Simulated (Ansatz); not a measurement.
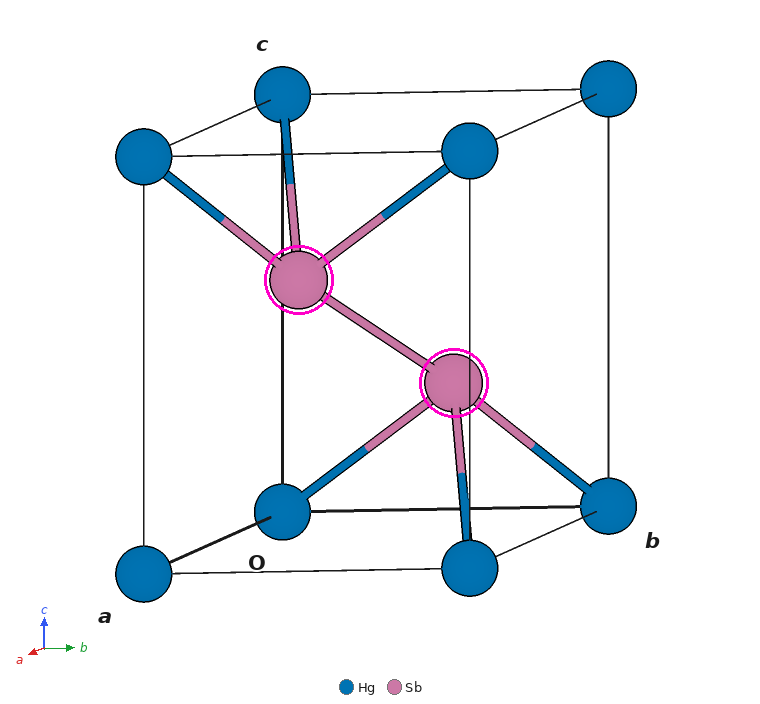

One unit cell; the ringed atoms, with their copies on corners, edges and faces, form one crystallographic orbit. Crystal: HgSb2, coordinates from a relaxation at fixed volume with DFT PBEsol, scalar-relativistic, plane waves, PAW in Ansatz; the starting structure was generated, so it need not be a known form of this composition. Geometry calculated from the standardised cell; symmetry tolerance 0.002 Å.

a = 4.238 Å, b = 4.238 Å, c = 5.527 Å, α = 90.00°, β = 90.00°, γ = 120.00°; space group No. 164, P-3m1.

Which Wyckoff position do the ringed atoms fill?

Sb on 2d, site symmetry 3m.: 12 operations a cell over 6 that keep the site give 2 atoms, with 1 free parameter.

One of them lies at (1/3, 2/3, 0.350). List the coordinates of all.

(1/3, 2/3, 0.350); (2/3, 1/3, 0.650).
